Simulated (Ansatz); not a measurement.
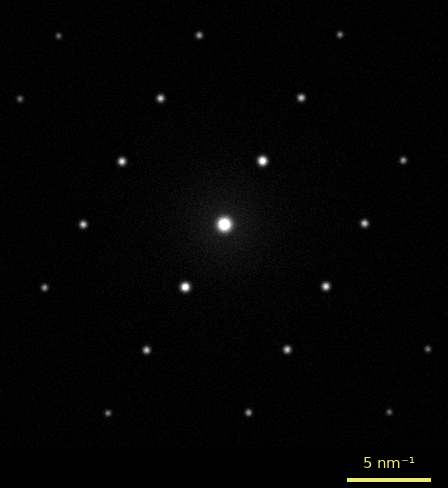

Computed electron diffraction pattern, 200 kV, single scattering only, B = 0.8 Å².

Phase: Re, space group P6_3/mmc (No. 194), a = 2.77 Å, c = 4.49 Å (hexagonal axes). Structure: the geometry relaxed with Ansatz, DFT PBE, scalar-relativistic, plane waves, PAW.

> Measure the pattern against the scale bar and name the zone.

The spots form a rectangular net whose two shortest vectors correspond to d = 2.24 Å and 1.39 Å, 90.0° apart. They index as 0 0 2 and 1 -2 0, so the zone axis is [210] (or an equivalent direction of <210>).

> Which reflections of this zone are missing, and why?

A glide plane extinguishes reflections such as 1 -2 -1, 1 -2 1, 1 -2 -3; a screw axis and a glide plane both extinguish reflections such as 0 0 1, 0 0 3, 0 0 5.

> List the strongest reflections.

Strongest reflections with d > 0.80 Å, one of each family (|F|² from tabulated Gaussian fits of the electron scattering factors, times a small damping for the curvature of the Ewald sphere):

```json
{"hkl": "0 0 2", "d (Å)": "2.243", "I (strongest = 100)": "100"}
{"hkl": "1 -2 0", "d (Å)": "1.387", "I (strongest = 100)": "37"}
{"hkl": "1 -2 2", "d (Å)": "1.180", "I (strongest = 100)": "25"}
{"hkl": "0 0 4", "d (Å)": "1.121", "I (strongest = 100)": "21"}
{"hkl": "1 -2 4", "d (Å)": "0.872", "I (strongest = 100)": "9"}
```
